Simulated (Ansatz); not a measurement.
Consider this structure, Ta.

```
Ta
1.0
     3.31000    0.00000    0.00000
     0.00000    3.31000    0.00000
     0.00000    0.00000    3.31000
Ta
2
Cartesian
  0.0000 0.0000 0.0000
  1.6550 1.6550 1.6550
```

Structure used: the input geometry of an electronic-structure calculation (not necessarily at equilibrium).

Question: Predict the first 4 clear peaks of the X-ray G(r) with σ = 0.10 Å, and name the atom pairs.

Answer: 1. 2.87 Å: Ta–Ta at 2.87 Å
2. 3.31 Å: Ta–Ta at 3.31 Å
3. 4.68 Å: Ta–Ta at 4.68 Å
4. 5.49 Å: Ta–Ta at 5.49 Å

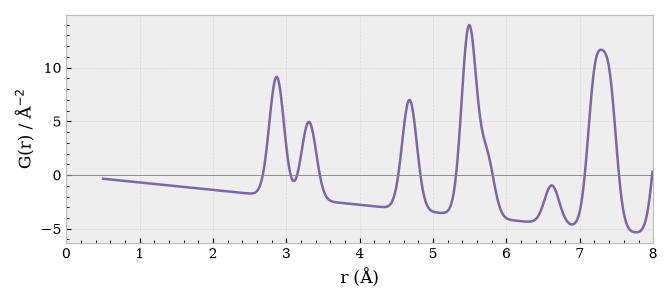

Simulated X-ray pair distribution function, G(r) = R(r)/r − 4πρ₀r, summed over the atomic distances of the structure with each pair weighted by the product of the atomic numbers (X-ray weights at Q = 0); every distance is a Gaussian of σ = 0.10 Å.
